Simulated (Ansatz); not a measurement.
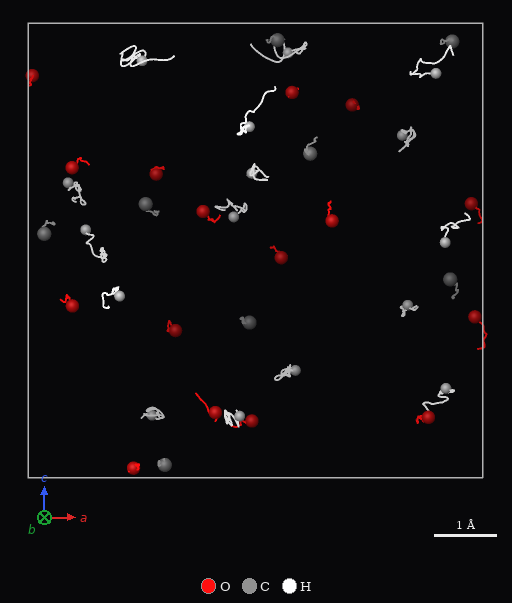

First-principles dynamics of a periodic cell with 8 HCOOH at 1.516 g/cm³, 90 fs long. Lines trace each atom's path, in the colour of its element; spheres stand at the starting positions. Seen along the b axis in the simulation cell.

The calculation used DFT PBEsol, scalar-relativistic, plane waves, PAW (Ansatz 0.2.0). Run with plane-wave cutoff 420 eV; k-point mesh 1 × 1 × 1; Fermi-Dirac smearing 0.02 eV; Langevin thermostat (NVT); set temperature 400 K; time step 0.5 fs; friction 0.02 per fs.

Q: Describe the motion.

A: In the second half of the run the atoms are, in the root-mean-square, this far from where they began (common drift taken out): H 0.34 Å, O 0.26 Å, C 0.20 Å. The heavy atoms stay within a fraction of a molecule's size of their starting places; so short a run doesn't tell a liquid from a solid. The mean temperature in the second half is 377 K (standard deviation 43 K). The potential energy in the second half lies on average 40.4 meV per atom above the first frame.

Limits of the set-up: the periodic images lie only 7.4 Å apart, so the values are limited by the cell's size.

Cost: 9.1 min on 1 thread of Arm Neoverse V1, with other jobs on the host, peak memory 0.44 GiB.
